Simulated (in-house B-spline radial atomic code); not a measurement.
# Ti⁴⁺: excited configurations in jj coupling

How much energy does it take to promote electrons of Ti⁴⁺ to other shells? Each configuration is solved by itself and compared with the reference.

The numbers are computed with in-house B-spline radial atomic code version 1 (Dirac-Hartree-Fock, average of configuration, Fermi nucleus, basis-set limit), except any that are marked as measured or tabulated.

**1. The atom as given**

| Property | Result |
| --- | --- |
| element | titanium (Z = 22) |
| charge | +4 |
| electrons | 18 |
| configuration | 1s2 2s2 2p6 3s2 3p6 |
| Hamiltonian | Dirac-Coulomb |
| nucleus | Fermi, rms radius 3.592 fm |

The run's settings:

```ini
Z = 22
electrons = 18.0
configuration = 1s2 2s2 2p6 3s2 3p6
hamiltonian = dirac
method = hf
spin_polarised = False
nucleus = fermi
rms_radius = 3.5921
mass_number = 48
atomic_mass = 47.947940677
speed_of_light = 137.035999084
```

The reference is known from an earlier run: -849.649838 hartree in all. Up to eight levels, counted from the top:

```tsv
orbital	occupation	energy (eV)	<r> (bohr)
1s1/2	2	-5074.25	0.06954
2s1/2	2	-645.35	0.3222
2p1/2	2	-544.80	0.2866
2p3/2	4	-538.90	0.2892
3s1/2	2	-130.69	0.9749
3p1/2	2	-99.936	1.027
3p3/2	4	-99.164	1.034
```

**2. Run with 1s2 2s2 2p-1 2p+4 3s2 3p6 4f-1**

In configurations, a minus sign after the shell means j = l − 1/2 and a plus sign j = l + 1/2; the count of electrons follows.

Settings: those of step 1 with these lines changed.

```diff
@@ -2,3 +2,3 @@
 electrons = 18.0
-configuration = 1s2 2s2 2p6 3s2 3p6
+configuration = 1s2 2s2 2p-1 2p+4 3s2 3p6 4f-1
 hamiltonian = dirac
```

Results of the run (chosen fields of its result record, rounded):

```text
{
  "status": "converged",
  "scf [iteration, energy, orbital gradient]": [
    [1, -822.453735221, 0.569],
    [2, -830.456195452, 0.217],
    [3, -830.745978104, 0.0878],
    [4, -830.79144739, 0.0368],
    [5, -830.801423854, 0.00684],
    [6, -830.801608713, 0.000303],
    [7, -830.801610131, 3.06e-05],
    [8, -830.80161014, 7.21e-07],
    [9, -830.80161014, 9.07e-08]
  ],
  "energy [hartree]": {"total": -830.80161014, "kinetic": 839.496101355, "nuclear": -1924.77260003, "coulomb": 290.518339453, "exact_exchange": -36.0434509173},
  "breit [hartree]": {"gaunt": 0.2713387, "retardation": -0.02242959, "frequency_dependence": -0.000502978},
  "qed [hartree]": {"self_energy": 0.1912172, "uehling": -0.01472809, "wichmann_kroll": 6.516615e-05},
  "recoil [hartree]": 0.007726894,
  "total_with_corrections [hartree]": -830.368922767,
  "orbitals [hartree, bohr; first row names the columns]": [
    ["name", "occ", "eps", "<r>"],
    ["1s1/2", 2.0, -189.25382, 0.069465],
    ["2s1/2", 2.0, -25.386329, 0.3176],
    ["2p1/2", 1.0, -22.157247, 0.28446],
    ["2p3/2", 4.0, -21.791364, 0.28271],
    ["3s1/2", 2.0, -5.5010387, 0.92787],
    ["3p1/2", 2.0, -4.3171278, 0.96264],
    ["3p3/2", 4.0, -4.3231952, 0.96447],
    ["4f5/2", 1.0, -0.79461414, 3.4678]
  ],
  "sum_r [bohr^k]": {"-1": 87.48975, "1": 13.29613, "2": 22.63794},
  "energy_minus_base [hartree]": 18.8482282,
  "energy_minus_base_with_corrections [hartree]": 18.8328019
}
```

Run time: 0.79 s. Hardware: 1 thread, shared host.

energy_minus_base is the energy less that of the reference run.

**3. Run with 1s2 2s2 2p-2 2p+3 3s2 3p6 5f-1**

Settings: those of step 2 with these lines changed.

```diff
@@ -2,3 +2,3 @@
 electrons = 18.0
-configuration = 1s2 2s2 2p-1 2p+4 3s2 3p6 4f-1
+configuration = 1s2 2s2 2p-2 2p+3 3s2 3p6 5f-1
 hamiltonian = dirac
```

Main fields:

```text
{
  "status": "converged",
  "scf [iteration, energy, orbital gradient]": [
    [1, -822.384888036, 0.569],
    [2, -830.418682192, 0.211],
    [3, -830.676023941, 0.0846],
    [4, -830.7191657, 0.0359],
    [5, -830.728609044, 0.00714],
    [6, -830.728804943, 0.000275],
    [7, -830.728806162, 2.93e-05],
    [8, -830.72880617, 6.36e-07],
    [9, -830.72880617, 3.76e-08]
  ],
  "energy [hartree]": {"total": -830.72880617, "kinetic": 839.854468578, "nuclear": -1923.22514257, "coulomb": 288.710993936, "exact_exchange": -36.0691261105},
  "breit [hartree]": {"gaunt": 0.2777147, "retardation": -0.02243011, "frequency_dependence": -0.0004053557},
  "qed [hartree]": {"self_energy": 0.1906883, "uehling": -0.01472933, "wichmann_kroll": 6.517214e-05},
  "recoil [hartree]": 0.007719417,
  "total_with_corrections [hartree]": -830.29018337,
  "orbitals [hartree, bohr; first row names the columns]": [
    ["name", "occ", "eps", "<r>"],
    ["1s1/2", 2.0, -189.33235, 0.069468],
    ["2s1/2", 2.0, -25.493981, 0.31765],
    ["2p1/2", 2.0, -22.123176, 0.28031],
    ["2p3/2", 3.0, -21.935328, 0.28721],
    ["3s1/2", 2.0, -5.6166242, 0.92786],
    ["3p1/2", 2.0, -4.4721153, 0.95903],
    ["3p3/2", 4.0, -4.4236558, 0.96387],
    ["5f5/2", 1.0, -0.5098301, 6.1026]
  ],
  "sum_r [bohr^k]": {"-1": 87.41941, "1": 15.92835, "2": 51.69204},
  "energy_minus_base [hartree]": 18.9210322,
  "energy_minus_base_with_corrections [hartree]": 18.9115413
}
```

Run time: 0.82 s. Hardware: 1 thread, shared host.

**4. 1s2 2s2 2p6 3s2 3p-1 3p+4 5s1**

Settings: those of step 3 with these lines changed.

```diff
@@ -2,3 +2,3 @@
 electrons = 18.0
-configuration = 1s2 2s2 2p-2 2p+3 3s2 3p6 5f-1
+configuration = 1s2 2s2 2p6 3s2 3p-1 3p+4 5s1
 hamiltonian = dirac
```

Main fields:

```text
{
  "status": "converged",
  "scf [iteration, energy, orbital gradient]": [
    [1, -841.492181852, 0.51],
    [2, -846.689773452, 0.118],
    [3, -846.853664794, 0.0447],
    [4, -846.880883275, 0.0178],
    [5, -846.886342887, 0.00438],
    [6, -846.886530197, 0.00019],
    [7, -846.886530699, 1.9e-05],
    [8, -846.886530704, 8.72e-07],
    [9, -846.886530704, 2.47e-08]
  ],
  "energy [hartree]": {"total": -846.886530704, "kinetic": 855.87900109, "nuclear": -1971.01883479, "coulomb": 306.991590174, "exact_exchange": -38.7382871773},
  "breit [hartree]": {"gaunt": 0.2879392, "retardation": -0.02401947, "frequency_dependence": -0.0004921387},
  "qed [hartree]": {"self_energy": 0.1902527, "uehling": -0.01467516, "wichmann_kroll": 6.493395e-05},
  "recoil [hartree]": 0.007755231,
  "total_with_corrections [hartree]": -846.439705455,
  "orbitals [hartree, bohr; first row names the columns]": [
    ["name", "occ", "eps", "<r>"],
    ["1s1/2", 2.0, -187.20097, 0.069531],
    ["2s1/2", 2.0, -24.387177, 0.32176],
    ["2p1/2", 2.0, -20.664898, 0.28698],
    ["2p3/2", 4.0, -20.487518, 0.28875],
    ["3s1/2", 2.0, -5.2636737, 0.95604],
    ["3p1/2", 1.0, -4.2177673, 0.99572],
    ["3p3/2", 4.0, -4.1408746, 1.0041],
    ["5s1/2", 1.0, -0.86846281, 4.3672]
  ],
  "sum_r [bohr^k]": {"-1": 89.59185, "1": 13.80315, "2": 30.05055},
  "energy_minus_base [hartree]": 2.76330763,
  "energy_minus_base_with_corrections [hartree]": 2.76201922
}
```

Run time: 0.65 s. Hardware: 1 thread, shared host.

**5. Run with 1s2 2s2 2p6 3s2 3p-2 3p+3 6f-1**

Settings: those of step 4 with these lines changed.

```diff
@@ -2,3 +2,3 @@
 electrons = 18.0
-configuration = 1s2 2s2 2p6 3s2 3p-1 3p+4 5s1
+configuration = 1s2 2s2 2p6 3s2 3p-2 3p+3 6f-1
 hamiltonian = dirac
```

Main fields:

```text
{
  "status": "converged",
  "scf [iteration, energy, orbital gradient]": [
    [1, -840.949686797, 0.5],
    [2, -846.225149981, 0.113],
    [3, -846.370015345, 0.0432],
    [4, -846.394275969, 0.0181],
    [5, -846.399398467, 0.00414],
    [6, -846.399540523, 0.000233],
    [7, -846.399541177, 1.8e-05],
    [8, -846.399541183, 1.73e-06],
    [9, -846.399541183, 1.46e-07]
  ],
  "energy [hartree]": {"total": -846.399541183, "kinetic": 855.442311646, "nuclear": -1967.85483833, "coulomb": 304.736423232, "exact_exchange": -38.7234377302},
  "breit [hartree]": {"gaunt": 0.2886962, "retardation": -0.02401002, "frequency_dependence": -0.0004790658},
  "qed [hartree]": {"self_energy": 0.1901054, "uehling": -0.01466974, "wichmann_kroll": 6.491009e-05},
  "recoil [hartree]": 0.007749914,
  "total_with_corrections [hartree]": -845.952083556,
  "orbitals [hartree, bohr; first row names the columns]": [
    ["name", "occ", "eps", "<r>"],
    ["1s1/2", 2.0, -187.33895, 0.069531],
    ["2s1/2", 2.0, -24.520959, 0.32177],
    ["2p1/2", 2.0, -20.840579, 0.28615],
    ["2p3/2", 4.0, -20.603525, 0.28937],
    ["3s1/2", 2.0, -5.3878051, 0.95587],
    ["3p1/2", 2.0, -4.2974135, 0.99726],
    ["3p3/2", 3.0, -4.2824332, 1.0017],
    ["6f5/2", 1.0, -0.35375103, 9.3554]
  ],
  "sum_r [bohr^k]": {"-1": 89.44803, "1": 18.77908, "2": 108.338},
  "energy_minus_base [hartree]": 3.25029715,
  "energy_minus_base_with_corrections [hartree]": 3.24964112
}
```

Run time: 0.95 s. Hardware: 1 thread, shared host.

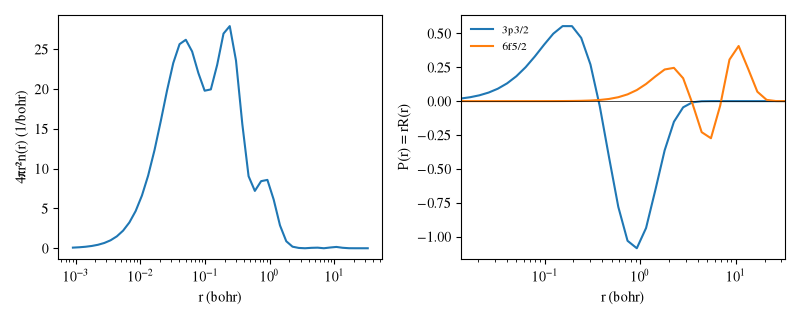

Radial density (left) and the radial functions of 3p3/2, 6f5/2 (right).

On the record's full grid the radial density has clear maxima near r = 0.051, 0.24, 0.92, 5.5, 11 bohr.

X-ray form factor of the spherical density:

```tsv
sinθ/λ (1/Å)	f (electrons)
0	18.000
0.1	16.463
0.2	14.782
0.3	12.692
0.4	10.749
0.6	8.077
0.8	6.702
1	5.759
1.4	4.050
1.8	2.742
2.5	1.638
4	1.044
6	0.628
```

**6. Run with 1s2 2s2 2p6 3s2 3p-1 3p+4 4d+1**

Settings: those of step 5 with these lines changed.

```diff
@@ -2,3 +2,3 @@
 electrons = 18.0
-configuration = 1s2 2s2 2p6 3s2 3p-2 3p+3 6f-1
+configuration = 1s2 2s2 2p6 3s2 3p-1 3p+4 4d+1
 hamiltonian = dirac
```

Main fields:

```text
{
  "status": "converged",
  "scf [iteration, energy, orbital gradient]": [
    [1, -841.617167448, 0.497],
    [2, -846.806010814, 0.118],
    [3, -846.997702507, 0.0447],
    [4, -847.027336258, 0.0169],
    [5, -847.033387699, 0.00426],
    [6, -847.03356432, 0.000284],
    [7, -847.033565655, 1.8e-05],
    [8, -847.033565665, 7.92e-07],
    [9, -847.033565665, 4.5e-08]
  ],
  "energy [hartree]": {"total": -847.033565665, "kinetic": 856.017937538, "nuclear": -1973.06724613, "coulomb": 308.754846299, "exact_exchange": -38.7391033759},
  "breit [hartree]": {"gaunt": 0.2877983, "retardation": -0.02401486, "frequency_dependence": -0.0004921847},
  "qed [hartree]": {"self_energy": 0.1901581, "uehling": -0.0146684, "wichmann_kroll": 6.490413e-05},
  "recoil [hartree]": 0.007753063,
  "total_with_corrections [hartree]": -846.586966752,
  "orbitals [hartree, bohr; first row names the columns]": [
    ["name", "occ", "eps", "<r>"],
    ["1s1/2", 2.0, -187.09829, 0.06953],
    ["2s1/2", 2.0, -24.274911, 0.3218],
    ["2p1/2", 2.0, -20.553798, 0.28698],
    ["2p3/2", 4.0, -20.378416, 0.28878],
    ["3s1/2", 2.0, -5.1640219, 0.95807],
    ["3p1/2", 1.0, -4.1204456, 0.99788],
    ["3p3/2", 4.0, -4.0464245, 1.0059],
    ["4d5/2", 1.0, -1.0159795, 3.1449]
  ],
  "sum_r [bohr^k]": {"-1": 89.68496, "1": 12.59413, "2": 20.0505},
  "energy_minus_base [hartree]": 2.61627267,
  "energy_minus_base_with_corrections [hartree]": 2.61475792
}
```

It took 0.79 s on 1 thread, shared host.

**7. Configuration 1s2 2s2 2p6 3s2 3p-2 3p+3 4f-1**

Settings: those of step 6 with these lines changed.

```diff
@@ -2,3 +2,3 @@
 electrons = 18.0
-configuration = 1s2 2s2 2p6 3s2 3p-1 3p+4 4d+1
+configuration = 1s2 2s2 2p6 3s2 3p-2 3p+3 4f-1
 hamiltonian = dirac
```

Main fields:

```text
{
  "status": "converged",
  "scf [iteration, energy, orbital gradient]": [
    [1, -841.408520063, 0.5],
    [2, -846.640651418, 0.113],
    [3, -846.808227115, 0.0431],
    [4, -846.834813281, 0.018],
    [5, -846.840380914, 0.0041],
    [6, -846.840533141, 0.000278],
    [7, -846.840534089, 1.94e-05],
    [8, -846.840534096, 2.06e-06],
    [9, -846.840534096, 1.74e-07]
  ],
  "energy [hartree]": {"total": -846.840534096, "kinetic": 855.88312835, "nuclear": -1971.79299614, "coulomb": 307.794424381, "exact_exchange": -38.7250906861},
  "breit [hartree]": {"gaunt": 0.2886877, "retardation": -0.0240087, "frequency_dependence": -0.0004790458},
  "qed [hartree]": {"self_energy": 0.1901046, "uehling": -0.01466969, "wichmann_kroll": 6.490989e-05},
  "recoil [hartree]": 0.007755138,
  "total_with_corrections [hartree]": -846.393079182,
  "orbitals [hartree, bohr; first row names the columns]": [
    ["name", "occ", "eps", "<r>"],
    ["1s1/2", 2.0, -187.15978, 0.069531],
    ["2s1/2", 2.0, -24.341173, 0.32176],
    ["2p1/2", 2.0, -20.660837, 0.28615],
    ["2p3/2", 4.0, -20.423821, 0.28937],
    ["3s1/2", 2.0, -5.2075189, 0.95614],
    ["3p1/2", 2.0, -4.1177707, 0.99802],
    ["3p3/2", 3.0, -4.1023192, 1.0022],
    ["4f5/2", 1.0, -0.79478826, 3.4675]
  ],
  "sum_r [bohr^k]": {"-1": 89.62704, "1": 12.89461, "2": 22.21033},
  "energy_minus_base [hartree]": 2.80930424,
  "energy_minus_base_with_corrections [hartree]": 2.80864549
}
```

It took 0.79 s on 1 thread, shared host.

**8. Run with 1s2 2s2 2p6 3s2 3p-1 3p+4 6s1**

Settings: those of step 7 with these lines changed.

```diff
@@ -2,3 +2,3 @@
 electrons = 18.0
-configuration = 1s2 2s2 2p6 3s2 3p-2 3p+3 4f-1
+configuration = 1s2 2s2 2p6 3s2 3p-1 3p+4 6s1
 hamiltonian = dirac
```

Main fields:

```text
{
  "status": "converged",
  "scf [iteration, energy, orbital gradient]": [
    [1, -841.133489407, 0.504],
    [2, -846.37253228, 0.118],
    [3, -846.528408441, 0.0449],
    [4, -846.554464437, 0.017],
    [5, -846.559783674, 0.00434],
    [6, -846.559955525, 0.000188],
    [7, -846.559956034, 1.71e-05],
    [8, -846.559956039, 8.84e-07],
    [9, -846.559956039, 2.67e-08]
  ],
  "energy [hartree]": {"total": -846.559956039, "kinetic": 855.549559048, "nuclear": -1968.73082195, "coulomb": 305.347726266, "exact_exchange": -38.7264194004},
  "breit [hartree]": {"gaunt": 0.2878911, "retardation": -0.02401552, "frequency_dependence": -0.0004923769},
  "qed [hartree]": {"self_energy": 0.1902135, "uehling": -0.01467233, "wichmann_kroll": 6.492149e-05},
  "recoil [hartree]": 0.007752172,
  "total_with_corrections [hartree]": -846.113214612,
  "orbitals [hartree, bohr; first row names the columns]": [
    ["name", "occ", "eps", "<r>"],
    ["1s1/2", 2.0, -187.30158, 0.069531],
    ["2s1/2", 2.0, -24.484732, 0.32176],
    ["2p1/2", 2.0, -20.763489, 0.28696],
    ["2p3/2", 4.0, -20.586158, 0.28873],
    ["3s1/2", 2.0, -5.3549562, 0.95579],
    ["3p1/2", 1.0, -4.3101323, 0.99477],
    ["3p3/2", 4.0, -4.2331449, 1.0032],
    ["6s1/2", 1.0, -0.54178857, 6.96]
  ],
  "sum_r [bohr^k]": {"-1": 89.48785, "1": 16.39045, "2": 62.7749},
  "energy_minus_base [hartree]": 3.08988229,
  "energy_minus_base_with_corrections [hartree]": 3.08851006
}
```

Wall time 0.71 s (1 thread, shared host).

**9. Run with 1s2 2s2 2p-1 2p+4 3s2 3p6 6g+1**

Settings: those of step 8 with these lines changed.

```diff
@@ -2,3 +2,3 @@
 electrons = 18.0
-configuration = 1s2 2s2 2p6 3s2 3p-1 3p+4 6s1
+configuration = 1s2 2s2 2p-1 2p+4 3s2 3p6 6g+1
 hamiltonian = dirac
```

Main fields:

```text
{
  "status": "converged",
  "scf [iteration, energy, orbital gradient]": [
    [1, -821.974949984, 0.57],
    [2, -830.073390112, 0.216],
    [3, -830.304816875, 0.0884],
    [4, -830.345163748, 0.0372],
    [5, -830.354328791, 0.00697],
    [6, -830.354487748, 0.000253],
    [7, -830.354488709, 2.59e-05],
    [8, -830.354488714, 5.21e-07],
    [9, -830.354488714, 3.02e-08]
  ],
  "energy [hartree]": {"total": -830.354488714, "kinetic": 839.049293446, "nuclear": -1920.73659107, "coulomb": 287.37342834, "exact_exchange": -36.0406194332},
  "breit [hartree]": {"gaunt": 0.2713535, "retardation": -0.02243197, "frequency_dependence": -0.0005030233},
  "qed [hartree]": {"self_energy": 0.1912186, "uehling": -0.01472816, "wichmann_kroll": 6.516648e-05},
  "recoil [hartree]": 0.007721448,
  "total_with_corrections [hartree]": -829.921793117,
  "orbitals [hartree, bohr; first row names the columns]": [
    ["name", "occ", "eps", "<r>"],
    ["1s1/2", 2.0, -189.43755, 0.069465],
    ["2s1/2", 2.0, -25.571193, 0.31761],
    ["2p1/2", 1.0, -22.341975, 0.28447],
    ["2p3/2", 4.0, -21.976085, 0.28271],
    ["3s1/2", 2.0, -5.6865876, 0.92748],
    ["3p1/2", 2.0, -4.5016333, 0.96165],
    ["3p3/2", 4.0, -4.5084999, 0.96383],
    ["6g9/2", 1.0, -0.34744811, 8.7884]
  ],
  "sum_r [bohr^k]": {"-1": 87.30629, "1": 18.61141, "2": 96.08381},
  "energy_minus_base [hartree]": 19.2953496,
  "energy_minus_base_with_corrections [hartree]": 19.2799316
}
```

Wall time 0.9 s (1 thread, shared host).

**10. Energies above the reference**

| net move | configuration | energy above the reference (eV) | with Breit, QED, recoil (eV) | largest <r> (bohr) |
| --- | --- | --- | --- | --- |
| 3p1/2 → 4d5/2 | 1s2 2s2 2p6 3s2 3p-1 3p+4 4d+1 | 71.192 | 71.151 | 3.14 |
| 3p1/2 → 5s | 1s2 2s2 2p6 3s2 3p-1 3p+4 5s1 | 75.193 | 75.158 | 4.37 |
| 3p3/2 → 4f5/2 | 1s2 2s2 2p6 3s2 3p-2 3p+3 4f-1 | 76.445 | 76.427 | 3.47 |
| 3p1/2 → 6s | 1s2 2s2 2p6 3s2 3p-1 3p+4 6s1 | 84.080 | 84.043 | 6.96 |
| 3p3/2 → 6f5/2 | 1s2 2s2 2p6 3s2 3p-2 3p+3 6f-1 | 88.445 | 88.427 | 9.36 |
| 2p1/2 → 4f5/2 | 1s2 2s2 2p-1 2p+4 3s2 3p6 4f-1 | 512.89 | 512.47 | 3.47 |
| 2p3/2 → 5f5/2 | 1s2 2s2 2p-2 2p+3 3s2 3p6 5f-1 | 514.87 | 514.61 | 6.10 |
| 2p1/2 → 6g9/2 | 1s2 2s2 2p-1 2p+4 3s2 3p6 6g+1 | 525.05 | 524.63 | 8.79 |

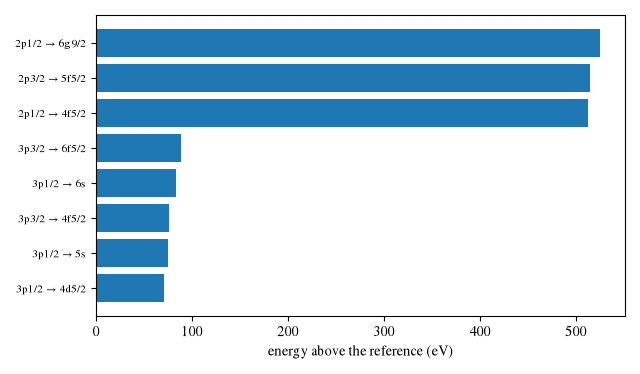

Energy of each configuration above the reference.

What this shows: At the bottom stands 3p1/2 → 4d5/2 (71.192 eV), at the top 2p1/2 → 6g9/2 (525.05 eV). Koopmans' estimate of the ionisation threshold is 99.164 eV; 3 configurations exceed it by over 2 % and could autoionise. These are averages over configurations, without correlation, not spectroscopic levels.
